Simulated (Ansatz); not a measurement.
## TlBi (Pm-3m): Grüneisen parameters

Does TlBi (Pm-3m) expand much on heating, by its phonons?

Main program and level: Ansatz 0.2.0; DFT PBEsol, scalar-relativistic, plane waves, PAW; PAW set soft_1.

### 1. The structure

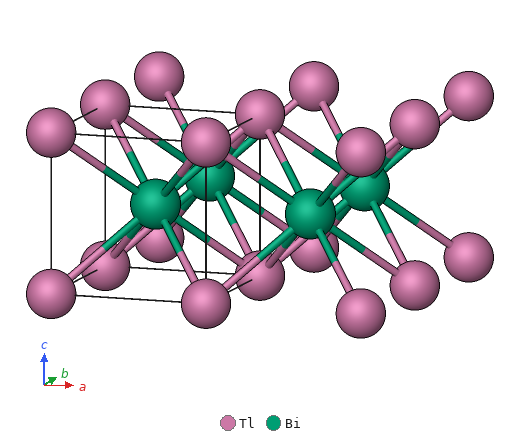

The cell as given, slightly off an axis (thallium pink, bismuth teal). 2×2×1 cells are drawn. Some periodic images of atoms are drawn too.

### 2. Phonons on a q mesh

The cell comes from relaxations at this level that are not shown. Stability and thermal properties need the whole zone. Linear response on a 4×4×4 q mesh gives force constants as far as a supercell of that size would.

Contents of input.yaml:

```yaml
crystal:
  lattice:
    - [3.8875782353, 0.0, 0.0]
    - [0.0, 3.8875782353, 0.0]
    - [0.0, 0.0, 3.8875782353]
  atoms:
    - { symbol: Tl, position: [0.0, 0.0, 0.0] }
    - { symbol: Bi, position: [0.5, 0.5, 0.5] }
kpoints:
  mp_grid: { grid: [12, 12, 12] }
hamiltonian:
  xc: pbesol
  pseudopotentials: { kind: paw, azcp: { folder: soft_1 }, xc_functional: pbe }
scf:
  occupations: { method: methfessel_paxton, width: 0.2 }
output:
  eigenvalues: true
phonons:
  method: dfpt
  qmesh: [4, 4, 4]
  temperatures: { t_max: 1000, t_step: 50 }
  qpath:
    path:
      - [[0.0, 0.0, 0.0], [0.0, 0.5, 0.0], [0.5, 0.5, 0.0], [0.0, 0.0, 0.0], [0.5, 0.5, 0.5], [0.0, 0.5, 0.0]]
      - [[0.5, 0.5, 0.5], [0.5, 0.5, 0.0]]
    npoints: 10
```

Launch:

```console
$ ansatz run input.yaml --threads 4 --pin off --max-ram 10240MiB --backend cpu --events-out ev --progress --plain --runs-dir out
```

Numbers of over 12 decimals in the logs are rounded to 6 here.

The log of the run:

```text
Engine: ansatz 0.2.0, aarch64-unknown-linux-gnu
Pseudopotentials: kind: paw
Pseudopotential: Tl, paw, valence charge 13, recommended cutoff 420 eV (normal), soft_1/Tl.paw.azcp
Pseudopotential: Bi, paw, valence charge 15, recommended cutoff 420 eV (normal), soft_1/Bi.paw.azcp
Functional definition: PBEsol
  exchange = pbesol_x
  correlation = pbesol_c
Crystal: 2 atoms, lattice volume = 58.754 Å³
Basis set: ecut = 420 eV, 1189 PW (Γ), exchange–correlation on 54×54×54 points (8 copies of the dense FFT grid, shifted against one another)
Bands: 18, of which v1, the nominal top of the filled ones, is band 14 counted from 1 (13 counted from 0)
Symmetry: 48 space group operations
k-points: 84 of 1728
Non-local potential: Tl, projectors of the file, l = 0: 2, l = 1: 2, l = 2: 2, l = 3: 1
Non-local potential: Bi, projectors of the file, l = 0: 2, l = 1: 2, l = 2: 2, l = 3: 1
PAW form: soft (Blöchl's): semilocal exchange-correlation on the pseudo side does not see the compensation charge
PAW frozen core: Tl, regenerated for the run's functional, and the local potential with it (the file was generated under x = pbe(κ = 0.804, μ = 0.219515), c = pbe(β = 0.066725))
PAW frozen core: Bi, regenerated for the run's functional, and the local potential with it (the file was generated under x = pbe(κ = 0.804, μ = 0.219515), c = pbe(β = 0.066725))
PAW one-centre angular grid: Tl, 590 points (default); XC on 64 Gauss nodes
PAW one-centre angular grid: Bi, 590 points (default); XC on 64 Gauss nodes
Initial density: superposition of atomic densities (chi_scale 0.1, normalization cell, long waves kept (reshape's long-wave potential 0.00 eV rms))
Initial wavefunctions: pseudopotential atomic-orbital guess
Functional: x = pbesol(κ = 0.804, μ = 0.123457), c = pbesol(β = 0.046)
SCF iter   1: F=—  HF=-23542.220583 eV  |F-HF|=—  |Δ(HF+E_count)|=         —  Δρ=1.85e-2  dr2=5.06e-1  ethr=3.10e-3  ⟨swp⟩=6.9  Hψ=17174  notcnv=0  defer=2
automatic band count: the SCF goes on with 22 bands, as 18 were too few: the levels above may hold too much charge
preconditioner: auto → Kerker (q_TF=auto, 2.411 Å⁻¹)  [metal: Δε(μ)=0.053 eV  Ē_g=20.212 eV  σ=0.200 eV  W_gap=0.22  n_scr=18 (ndim 8)  ℏωp=25.6 eV  f_vac=0.000  D(μ)=1.21/eV (n_scr^D=6)]
SCF iter   2: F=—  HF=-23542.087840 eV  |F-HF|=—  |Δ(HF+E_count)|=   1.33e-1  S|Δr|=    0.00e0  Δρ=1.10e-2  dr2=1.93e-1  ethr=1.81e-3  ⟨swp⟩=1.5  Hψ=2578  notcnv=0  defer=107
SCF iter   3: F=—  HF=-23542.011987 eV  |F-HF|=—  |Δ(HF+E_count)|=   7.59e-2  S|Δr|=    0.00e0  Δρ=1.60e-3  dr2=3.01e-3  ethr=6.89e-4  ⟨swp⟩=2.8  Hψ=2948  notcnv=0  defer=107
SCF iter   4: F=—  HF=-23542.011198 eV  |F-HF|=—  |Δ(HF+E_count)|=   7.89e-4  S|Δr|=    0.00e0  Δρ=2.01e-4  dr2=1.74e-5  ethr=1.08e-5  ⟨swp⟩=2.1  Hψ=2406  notcnv=0  defer=135
SCF iter   5: F=—  HF=-23542.011201 eV  |F-HF|=—  |Δ(HF+E_count)|=   2.57e-6  S|Δr|=    0.00e0  Δρ=8.09e-5  dr2=3.22e-6  ethr=6.21e-8  ⟨swp⟩=2.0  Hψ=2369  notcnv=0  defer=137
SCF iter   6: F=—  HF=-23542.011204 eV  |F-HF|=—  |Δ(HF+E_count)|=   3.63e-6  S|Δr|=    0.00e0  Δρ=2.11e-5  dr2=2.87e-7  ethr=1.15e-8  ⟨swp⟩=2.7  Hψ=2849  notcnv=0  defer=137
SCF iter   7: F=—  HF=-23542.011199 eV  |F-HF|=—  |Δ(HF+E_count)|=   5.15e-6  S|Δr|=    0.00e0  Δρ=2.79e-6  dr2=3.69e-9  ethr=1.02e-9  ⟨swp⟩=1.4  Hψ=1905  notcnv=0  defer=197
SCF iter   8: F=—  HF=-23542.011199 eV  |F-HF|=—  |Δ(HF+E_count)|=   2.51e-9  S|Δr|=    0.00e0  Δρ=6.91e-7  dr2=2.28e-10  ethr=1.32e-11  ⟨swp⟩=2.6  Hψ=2765  notcnv=0  defer=197
SCF iter   9: F=-23542.011199 eV  HF=-23542.011199 eV  |F-HF|=7.28e-12  |Δ(HF+E_count)|=  5.09e-11  S|Δr|=    0.00e0  Δρ=9.18e-8  dr2=3.97e-12  ethr=1.00e-12  ⟨swp⟩=9.8  Hψ=11654  notcnv=0
SCF 1 converged in 9 iterations: F = -23542.011199 eV  dr2 = 3.97e-12
  greatest PAW one-centre occupation: 0.988 electrons in one spin orbital (limit 2), on the Bi atom at site 1 (counted from 0), in its partial waves of l = 2
Initial density: read from a saved state, or passed on in memory by an earlier SCF of this step, an earlier step, the calling program or the single point that the run made first
iter 1 solved again at ethr=1.10e-7 eV; its pass at ethr=3.10e-3 eV (dr2=3.09e-5 eV) is discarded
SCF iter   1: F=—  HF=-23542.011201 eV  |F-HF|=—  |Δ(HF+E_count)|=         —  Δρ=4.92e-7  dr2=8.43e-11  ethr=1.10e-7  ⟨swp⟩=3.2  Hψ=11933  notcnv=0
eigensolver tolerance schedule: the retry pair's looser diagonalisation over-reported the residual by 366314.51 of it (diagonalisation noise at an unbounded share of the residual, at the tolerance the schedule requests for it); recorded, not acted on — ethr = c·dr2/N_el stays at c = 1.0e-1
preconditioner: auto → Kerker (q_TF=auto, 2.411 Å⁻¹)  [metal: Δε(μ)=0.033 eV  Ē_g=17.154 eV  σ=0.200 eV  W_gap=0.14  n_scr=18 (ndim 8)  ℏωp=25.6 eV  f_vac=0.000  D(μ)=1.26/eV (n_scr^D=6)]
SCF iter   2: F=—  HF=-23542.011199 eV  |F-HF|=—  |Δ(HF+E_count)|=   1.68e-6  S|Δr|=    0.00e0  Δρ=3.22e-7  dr2=3.67e-11  ethr=1.00e-12  ⟨swp⟩=3.2  Hψ=3550  notcnv=0
SCF iter   3: F=—  HF=-23542.011199 eV  |F-HF|=—  |Δ(HF+E_count)|=  1.46e-11  S|Δr|=    0.00e0  Δρ=2.09e-7  dr2=1.47e-11  ethr=1.00e-12  ⟨swp⟩=1.0  Hψ=1512  notcnv=0
SCF iter   4: F=-23542.011199 eV  HF=-23542.011199 eV  |F-HF|=1.82e-11  |Δ(HF+E_count)|=  3.64e-12  S|Δr|=    0.00e0  Δρ=7.15e-8  dr2=2.28e-12  ethr=1.00e-12  ⟨swp⟩=3.2  Hψ=3751  notcnv=0
SCF 2 converged in 4 iterations: F = -23542.011199 eV  dr2 = 2.28e-12
phonons: the bands overlap, so this run is a metal and interpolates without the dipole-dipole term. If the crystal is really an insulator or semiconductor, its LO-TO splitting is missing
NSCF: frozen V_eff on 84 k-points
NSCF: frozen V_eff on 196 k-points
DFPT response loops at q = (0, 0, 0) (fractional): preconditioner auto → Kerker (q_TF=auto, 2.411 Å⁻¹) (partly filled bands, converged f_vac=0.000); β = 1.00, the filter's whole step (`scf.mixing.beta` (0.50) is not read by the response loops under this deck's `scf.mixing.preconditioner`; to damp them name `kerker` or `kerker_dos`, under which they read `scf.mixing.beta`, and type it under 1.00, their step now; both keys bind the ground state too); Broyden in place of MSR1
NSCF: frozen V_eff on 1176 k-points
DFPT response loops at q = (0, 0, 0.25) (fractional): mixed as the last ones told, above
NSCF: frozen V_eff on 686 k-points
DFPT response loops at q = (0, 0, -0.5) (fractional): mixed as the last ones told, above
NSCF: frozen V_eff on 2016 k-points
DFPT response loops at q = (0, 0.25, 0.25) (fractional): mixed as the last ones told, above
NSCF: frozen V_eff on 1176 k-points
DFPT response loops at q = (0, 0.25, -0.5) (fractional): mixed as the last ones told, above
NSCF: frozen V_eff on 686 k-points
DFPT response loops at q = (0, -0.5, -0.5) (fractional): mixed as the last ones told, above
NSCF: frozen V_eff on 1872 k-points
DFPT response loops at q = (0.25, 0.25, 0.25) (fractional): mixed as the last ones told, above
NSCF: frozen V_eff on 2016 k-points
DFPT response loops at q = (0.25, 0.25, -0.5) (fractional): mixed as the last ones told, above
NSCF: frozen V_eff on 1176 k-points
DFPT response loops at q = (0.25, -0.5, -0.5) (fractional): mixed as the last ones told, above
NSCF: frozen V_eff on 392 k-points
DFPT response loops at q = (-0.5, -0.5, -0.5) (fractional): mixed as the last ones told, above
SCF converged after 9 iterations
Stability not checked: this state was not tested for a lower state beside it, because cold or Methfessel-Paxton smearing, or corrected tetrahedra, fill the levels in a way that the test cannot read (fill_not_monotonic; see scf.lower_state_search)
Free energy (F): -23542.011199 eV
Harris-Foulkes:  -23542.011199 eV  (|F-HF|=7.28e-12)
Internal energy: -23542.011549 eV  (E = F + TS)
E sigma→0 (E₀):  -23542.011287 eV
Entropy (-TS):   0.000350 eV (0.175 meV/atom)
Fermi energy:    11.236046 eV
--- Per-component energies (eV) ---
  E_band       = -68.453361
  E_kinetic    = 520.817324
  E_local      = -1990.693247  (includes V_loc(G=0)·N_el)
  E_nonlocal   = 727.187254
  E_hartree    = 732.476998
  E_xc         = -335.424427
  E_vxc        = -255.100371  (∫ρ·V_xc dr)
  E_paw        = -20546.929266  (= ΣΔE_a)
  E_vpaw       = -535.618507  (= ΣTr[D̂ρ^β])
  E_aug_tail   = 0.000171  (compensation charges beyond the density's cutoff)
  E_ewald      = -2649.574484
  E_core_change = 0.128127  (= ΣΔE_core)
  E_smearing   = 0.000350  (= −TS)
  E_closure    = -0.000000  (closes the sum)
  Σ components = -23542.011199   (vs F -23542.011199, Δ=0.00e0)
--- Band table (eV; the first three rows and the last of 84) ---
  k-point 0: bands = [... 10 lower, -0.0155, 6.7897, 10.7002, 10.7002, 10.7002, 16.1138, 16.1138, 19.5060, ... 4 higher]
  k-point 1: bands = [... 10 lower, -0.0156, 6.5657, 10.6982, 10.7876, 10.7876, 16.1549, 16.5162, 18.8688, ... 4 higher]
  k-point 2: bands = [... 10 lower, -0.0159, 5.9729, 10.7645, 11.0447, 11.0447, 16.2777, 17.2119, 17.9779, ... 4 higher]
  k-point 83: bands = [... 10 lower, 1.4758, 6.8676, 9.5703, 9.5703, 9.5703, 11.1171, 11.1171, 11.1171, ... 4 higher]
--- Phonons (Γ-DFPT): 2 representative perturbations + reference (Σ response iterations 5) ---
  ASR residual: 4.219e-5 → 0.000e0 eV/Å²; symmetrization residual: 6.212e-5 eV/Å²
  ASR residual per site (eV/Å²): 4.13e-6 4.22e-5
  Γ frequencies (cm⁻¹): 0.00 0.00 0.00 67.39 67.39 67.39
--- Phonons (arbitrary-q DFPT): 10 irreducible q on the 4×4×4 mesh ---
  q = [0.0000, 0.0000, 0.0000] (star 1, of the zone-centre solve; hermiticity 7.20e-5, symmetrization 2.05e-11): -0.00 -0.00 0.00 67.39 67.39 67.39
  q = [0.0000, 0.0000, 0.2500] (star 6, 4 solved perturbations in 1848 linear systems a pass and spin channel, the states on 588 of 1728 k-point pairs; hermiticity 6.53e-5, symmetrization 8.91e-13): 25.89 25.89 33.14 61.06 61.06 65.89
  q = [0.0000, 0.0000, -0.5000] (star 3, 4 solved perturbations in 1078 linear systems a pass and spin channel, the states on 343 of 1728 k-point pairs; hermiticity 1.38e-13, symmetrization 6.26e-12): 38.37 47.56 47.56 50.06 50.06 62.17
  q = [0.0000, 0.2500, 0.2500] (star 12, 4 solved perturbations in 3108 linear systems a pass and spin channel, the states on 1008 of 1728 k-point pairs; hermiticity 9.70e-5, symmetrization 2.47e-12): -19.41 25.10 31.09 55.04 60.71 69.43
  q = [0.0000, 0.2500, -0.5000] (star 12, 6 solved perturbations on 588 of 1728 k-point pairs; hermiticity 7.39e-5, symmetrization 2.29e-13): -11.51 12.08 45.56 49.79 68.39 75.65
  q = [0.0000, -0.5000, -0.5000] (star 3, 4 solved perturbations in 1078 linear systems a pass and spin channel, the states on 343 of 1728 k-point pairs; hermiticity 1.11e-4, symmetrization 5.38e-13): -17.64 -17.64 47.01 49.46 78.74 78.74
  q = [0.2500, 0.2500, 0.2500] (star 8, 2 solved perturbations on 936 of 1728 k-point pairs; hermiticity 3.61e-5, symmetrization 5.10e-12): -26.41 19.13 19.13 65.79 65.79 68.40
  q = [0.2500, 0.2500, -0.5000] (star 12, 4 solved perturbations in 3108 linear systems a pass and spin channel, the states on 1008 of 1728 k-point pairs; hermiticity 3.04e-5, symmetrization 5.62e-12): -15.70 16.35 37.84 56.38 68.42 72.03
  q = [0.2500, -0.5000, -0.5000] (star 6, 4 solved perturbations in 1848 linear systems a pass and spin channel, the states on 588 of 1728 k-point pairs; hermiticity 5.23e-5, symmetrization 4.42e-12): 21.66 24.98 24.98 54.43 74.79 74.79
  q = [-0.5000, -0.5000, -0.5000] (star 1, 2 solved perturbations on 196 of 1728 k-point pairs; hermiticity 2.03e-13, symmetrization 1.64e-11): 45.48 45.48 45.48 61.54 61.54 61.54
  sum rule: each row above includes the acoustic sum rule's correction from the zone centre's row sums; it moved no ω² by more than (0.23 cm⁻¹)²
  mesh force constants: q→R imaginary residual 4.12e-18; ASR residual 4.219e-5 → 0.000e0 eV/Å²; symmetrization residual 1.776e-15 eV/Å²
  interpolated dispersion: 62 rows × 6 modes
  density of states and harmonic sums: on the 16×16×16 q-mesh, interpolated from the force constants of a 4×4×4 supercell (no non-analytic term)
  largest difference from the sums on the solved wave vectors: F 9.04e-3 eV, S 1.26e-5 and C_V 1.87e-6 eV/K
  zero-point energy: 0.015635 eV/cell   skipped modes (ω ≤ 0): 129, of them read as no rigid motion or as one in doubt: 126 (8.491e-1 modes/cell left out, lowest -26.90 cm⁻¹)   left out of the sums: 1.42e-1 of the cell's modes: C_V's classical limit lies that fraction below 3 k_B per atom; for a crystal, a wire or a layer, F and S can be off by more, and a phonons.interpolated_qmesh denser along its periods is the remedy for the sampling
```

The job ended after 7.3 min (4 threads of Arm Neoverse V1, shared host; peak memory 2.7 GiB; 29 min of CPU time).

Numbers from this step:

| Quantity | Value |
| --- | --- |
| volume per atom | 29.38 Å³ |
| gap on the k-mesh | 0 eV |
| sum-rule residual before enforcement | 4.22e-5 eV/Å² |
| lowest frequency on the path | -26.77 cm⁻¹ |
| point group | m-3m |
| highest frequency on the path or at a solved wavevector | 78.74 cm⁻¹ |
| highest optical mode at the zone centre (no LO-TO term) | 67.39 cm⁻¹ |
| lowest optical zone-centre mode | 67.39 cm⁻¹ |
| lowest mode on the q mesh (acoustic modes at Γ apart) | -26.41 cm⁻¹ |

Frequencies (cm⁻¹) solved at each irreducible wavevector; negative means imaginary. Frequencies by wavevector, by row:

| q in reciprocal lattice units | star | mode 1 | mode 2 | mode 3 | mode 4 | mode 5 | mode 6 |
| --- | --- | --- | --- | --- | --- | --- | --- |
| 0 0 0 | 1 | 0 | 0 | 0 | 67.4 | 67.4 | 67.4 |
| 0 0 0.25 | 6 | 25.9 | 25.9 | 33.1 | 61.1 | 61.1 | 65.9 |
| 0 0 -0.5 | 3 | 38.4 | 47.6 | 47.6 | 50.1 | 50.1 | 62.2 |
| 0 0.25 0.25 | 12 | -19.4 | 25.1 | 31.1 | 55 | 60.7 | 69.4 |
| 0 0.25 -0.5 | 12 | -11.5 | 12.1 | 45.6 | 49.8 | 68.4 | 75.7 |
| 0 -0.5 -0.5 | 3 | -17.6 | -17.6 | 47 | 49.5 | 78.7 | 78.7 |
| 0.25 0.25 0.25 | 8 | -26.4 | 19.1 | 19.1 | 65.8 | 65.8 | 68.4 |
| 0.25 0.25 -0.5 | 12 | -15.7 | 16.4 | 37.8 | 56.4 | 68.4 | 72 |
| 0.25 -0.5 -0.5 | 6 | 21.7 | 25 | 25 | 54.4 | 74.8 | 74.8 |
| -0.5 -0.5 -0.5 | 1 | 45.5 | 45.5 | 45.5 | 61.5 | 61.5 | 61.5 |

Symmetry leaves 10 wavevectors to solve. The lowest mode among them, the acoustic zeros apart, lies at q = (0.25, 0.25, 0.25) and is imaginary, 26.4i cm⁻¹, so the energy falls along it.

### 3. Relaxing at another volume, volume ratio 0.97

The volume is scaled by 0.97 and held; symmetry leaves nothing to relax, so this is a single point. The modes can then be followed against volume.

input.yaml, the sections that differ from step 2:

```yaml
crystal:
  lattice:
    - [3.8483070833, 0.0, 0.0]
    - [0.0, 3.8483070833, 0.0]
    - [0.0, 0.0, 3.8483070833]
  atoms:
    - { symbol: Tl, position: [0.0, 0.0, 0.0] }
    - { symbol: Bi, position: [0.5, 0.5, 0.5] }
output:
  forces: true
  stress: true
  eigenvalues: true
# kpoints, hamiltonian, scf: as in step 2
# phonons: removed
```

The log of the run:

```text
[...]
Crystal: 2 atoms, lattice volume = 56.991 Å³
Basis set: ecut = 420 eV, 1141 PW (Γ), exchange–correlation on 54×54×54 points (8 copies of the dense FFT grid, shifted against one another)
Bands: 18, of which v1, the nominal top of the filled ones, is band 14 counted from 1 (13 counted from 0)
Symmetry: 48 space group operations
[...]
k-points: 84 of 1728
[...]
k-point 0: bands = [... 10 lower, 0.4349, 7.3801, 11.1513, 11.1513, 11.1513, 16.6342, 16.6342, 20.2588, ... 4 higher]
  k-point 1: bands = [... 10 lower, 0.4348, 7.1304, 11.1662, 11.2426, 11.2426, 16.6747, 17.0487, 19.6053, ... 4 higher]
  k-point 2: bands = [... 10 lower, 0.4344, 6.4803, 11.2665, 11.5112, 11.5112, 16.7959, 17.8591, 18.5930, ... 4 higher]
  k-point 83: bands = [... 10 lower, 1.9737, 7.3733, 10.0151, 10.0151, 10.0151, 11.5337, 11.5337, 11.5337, ... 4 higher]
[key lines of the parts left out:]
SCF converged after 7 iterations
Free energy (F): -23542.003233 eV
Fermi energy:    11.736321 eV
P = ⅓ Tr σ = 1.4949 GPa (14.949 kbar)
```

Elapsed: 2 s, on 4 threads; peak memory 0.39 GiB; 7 s of CPU time.

This step gave:

- pressure: 1.495 GPa
- volume per atom: 28.50 Å³

The run ends at a pressure of 1.49 GPa.

### 4. Phonons at the other volume, volume ratio 0.97

The phonons are repeated at this volume on the same k and q meshes.

input.yaml, as its differences from that of step 3:

```diff
@@ -16,4 +16,11 @@
 output:
-  forces: true
-  stress: true
   eigenvalues: true
+phonons:
+  method: dfpt
+  qmesh: [4, 4, 4]
+  temperatures: { t_max: 1000, t_step: 50 }
+  qpath:
+    path:
+      - [[0.0, 0.0, 0.0], [0.0, 0.5, 0.0], [0.5, 0.5, 0.0], [0.0, 0.0, 0.0], [0.5, 0.5, 0.5], [0.0, 0.5, 0.0]]
+      - [[0.5, 0.5, 0.5], [0.5, 0.5, 0.0]]
+    npoints: 10
```

The log of the run:

```text
[...]
Crystal: 2 atoms, lattice volume = 56.991 Å³
Basis set: ecut = 420 eV, 1141 PW (Γ), exchange–correlation on 54×54×54 points (8 copies of the dense FFT grid, shifted against one another)
Bands: 18, of which v1, the nominal top of the filled ones, is band 14 counted from 1 (13 counted from 0)
Symmetry: 48 space group operations
k-points: 84 of 1728
[...]
SCF iter   1: F=—  HF=-23542.205294 eV  |F-HF|=—  |Δ(HF+E_count)|=         —  Δρ=1.86e-2  dr2=4.82e-1  ethr=3.10e-3  ⟨swp⟩=6.8  Hψ=17127  notcnv=0  defer=3
[...]
SCF iter   9: F=-23542.003233 eV  HF=-23542.003233 eV  |F-HF|=1.09e-11  |Δ(HF+E_count)|=  6.55e-11  S|Δr|=    0.00e0  Δρ=9.15e-8  dr2=4.07e-12  ethr=1.00e-12  ⟨swp⟩=9.7  Hψ=11531  notcnv=0
SCF 1 converged in 9 iterations: F = -23542.003233 eV  dr2 = 4.07e-12
[...]
SCF iter   4: F=-23542.003233 eV  HF=-23542.003233 eV  |F-HF|=1.09e-11  |Δ(HF+E_count)|=  3.64e-12  S|Δr|=    0.00e0  Δρ=6.02e-8  dr2=1.77e-12  ethr=1.00e-12  ⟨swp⟩=3.3  Hψ=3751  notcnv=0
SCF 2 converged in 4 iterations: F = -23542.003233 eV  dr2 = 1.77e-12
[...]
NSCF: frozen V_eff on 84 k-points
[...]
SCF converged after 9 iterations
[...]
Free energy (F): -23542.003233 eV
[...]
Internal energy: -23542.004120 eV  (E = F + TS)
E sigma→0 (E₀):  -23542.003455 eV
Entropy (-TS):   0.000886 eV (0.443 meV/atom)
Fermi energy:    11.736321 eV
[...]
--- Band table (eV; the first three rows and the last of 84) ---
  k-point 0: bands = [... 10 lower, 0.4349, 7.3801, 11.1513, 11.1513, 11.1513, 16.6342, 16.6342, 20.2588, ... 4 higher]
  k-point 1: bands = [... 10 lower, 0.4348, 7.1304, 11.1662, 11.2426, 11.2426, 16.6747, 17.0487, 19.6053, ... 4 higher]
  k-point 2: bands = [... 10 lower, 0.4344, 6.4803, 11.2665, 11.5112, 11.5112, 16.7959, 17.8591, 18.5930, ... 4 higher]
  k-point 83: bands = [... 10 lower, 1.9737, 7.3733, 10.0151, 10.0151, 10.0151, 11.5337, 11.5337, 11.5337, ... 4 higher]
[...]
ASR residual: 4.147e-4 → 0.000e0 eV/Å²; symmetrization residual: 1.115e-4 eV/Å²
  ASR residual per site (eV/Å²): 1.00e-4 4.15e-4
  Γ frequencies (cm⁻¹): 0.00 0.00 0.00 72.56 72.56 72.56
--- Phonons (arbitrary-q DFPT): 10 irreducible q on the 4×4×4 mesh ---
[...]
interpolated dispersion: 62 rows × 6 modes
[...]
```

It took 7.2 min on 4 threads; peak memory 2.6 GiB.

This step gave:

- sum-rule residual before enforcement: 4.15e-4 eV/Å²
- lowest frequency on the path: -25.39 cm⁻¹
- highest frequency on the path or at a solved wavevector: 85.1 cm⁻¹
- highest optical mode at the zone centre (no LO-TO term): 72.56 cm⁻¹
- lowest optical zone-centre mode: 72.56 cm⁻¹
- lowest mode on the q mesh (acoustic modes at Γ apart): -23.76 cm⁻¹

Frequencies (cm⁻¹) solved at each irreducible wavevector; negative means imaginary. Frequencies by wavevector, by row:

| q in reciprocal lattice units | star | mode 1 | mode 2 | mode 3 | mode 4 | mode 5 | mode 6 |
| --- | --- | --- | --- | --- | --- | --- | --- |
| 0 0 0 | 1 | 0 | 0 | 0 | 72.6 | 72.6 | 72.6 |
| 0 0 0.25 | 6 | 28 | 28 | 37.7 | 66.2 | 66.2 | 71.5 |
| 0 0 -0.5 | 3 | 45.6 | 50.3 | 50.3 | 53.5 | 53.5 | 66.8 |
| 0 0.25 0.25 | 12 | -18.1 | 32 | 33.6 | 59.3 | 65.4 | 76.1 |
| 0 0.25 -0.5 | 12 | 8 | 17.6 | 48.4 | 53.1 | 74.9 | 81.3 |
| 0 -0.5 -0.5 | 3 | -16.8 | -16.8 | 48.5 | 52.5 | 85.1 | 85.1 |
| 0.25 0.25 0.25 | 8 | -23.8 | 23.7 | 23.7 | 71.5 | 71.5 | 73.5 |
| 0.25 0.25 -0.5 | 12 | -14.1 | 19.6 | 42.5 | 60.3 | 74.8 | 77 |
| 0.25 -0.5 -0.5 | 6 | 29.6 | 29.6 | 29.9 | 58.4 | 81.1 | 81.1 |
| -0.5 -0.5 -0.5 | 1 | 51.8 | 51.8 | 51.8 | 65.6 | 65.6 | 65.6 |

The highest optical mode at the zone centre (no LO-TO term) is 72.6 cm⁻¹, +5.2 cm⁻¹ against the base run.

(Part 1 of 2 ends here.)

[Logs are printed without paths, hosts, clocks, repeated set-up lines and the standing remarks that a program may print on its own settings, such as how far it seeks lower states.]

[Hosts, paths, dates, database ids (printed as entryN), source tags and the programs' standing remarks are cut or masked in the printed files.]
